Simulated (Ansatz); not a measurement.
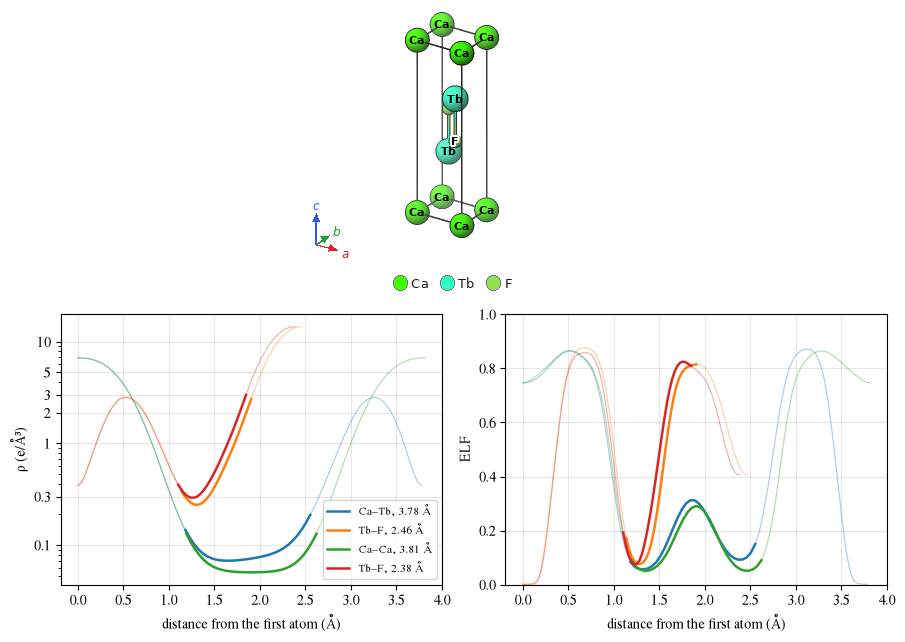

The picture shows: CaTb₂F₂. Valence charge density (pseudo) and ELF along straight lines between neighbouring atoms. Thin, pale parts lie inside the atomic spheres. The structure is drawn too.

Space group P-3m1; a generated structure, not necessarily the stable one; computed without spin polarisation; no Hubbard U on the f states and no spin–orbit coupling.

These are results of DFT PBE, scalar-relativistic, plane waves, PAW; 4f electrons in the core of a trivalent norm-conserving potential (Ansatz 0.2.0), not measurements.

Core electrons are replaced by pseudopotentials, and the valence fields are smoothed inside the atomic spheres.

Input

```
crystal:
  lattice:
    - [3.8136155949, 0.0, 0.0]
    - [-1.9068077974, 3.3026879854, 0.0]
    - [0.0, 0.0, 9.6297748956]
  atoms:
    - { symbol: Ca, position: [0.0, 0.0, 0.0] }
    - { symbol: Tb, position: [0.3333333333, 0.6666666667, 0.3195168978] }
    - { symbol: Tb, position: [0.6666666667, 0.3333333333, 0.6804831022] }
    - { symbol: F, position: [0.3333333333, 0.6666666667, 0.567163605] }
    - { symbol: F, position: [0.6666666667, 0.3333333333, 0.432836395] }
basis:
  ecutwfc: 690
kpoints:
  mp_grid: { grid: [12, 12, 4] }
hamiltonian:
  xc: pbe
  pseudopotentials:
    kind: paw
    azcp: { Tb: "pseudopotentials/pbe/nc/lanthanide_3plus/Tb.nc.azcp" }
scf:
  occupations: { method: gaussian, width: 0.1 }
  n_extra_bands: 12
output:
  forces: true
  stress: true
  eigenvalues: true
  populations: true
  dos: { projected: true, de: 0.02, nscf_kmesh: { grid: [15, 15, 5] } }
  bader: false
  write_density: true
  write_potential: true
  elf: true
  volumetric_format: npy
```

Command:

```sh
ansatz run input.yaml --threads 1 --pin off --max-ram 2816MiB --backend cpu --events-out ev --progress --plain --runs-dir out
```

Below, planes, directions and counts refer to the conventional cell (a = 3.81 Å, b = 3.81 Å, c = 9.63 Å, α = 90.00°, β = 90.00°, γ = 120.00°).

Compare the contacts.

Ca–Tb (3.78 Å): ρ at the midpoint is about 0.07 e/Å³; the ELF is about 0.30 at the midpoint: no shared electron pair shows on this line.
Tb–F (2.46 Å): the density is about 0.27 e/Å³ at the midpoint; the ELF is about 0.10 at the midpoint (no localised pair shows between them).
Ca–Ca (3.81 Å): the density is about 0.05 e/Å³ at the midpoint; the ELF is about 0.30 at the midpoint; no localised pair shows between them.
Tb–F (2.38 Å): ρ at the midpoint is about 0.31 e/Å³; the ELF peaks at about 0.85 in the valence shell of F, 0.6 Å from its nucleus, and drops to about 0.05 between the two atoms (no shared electron pair shows on this line).
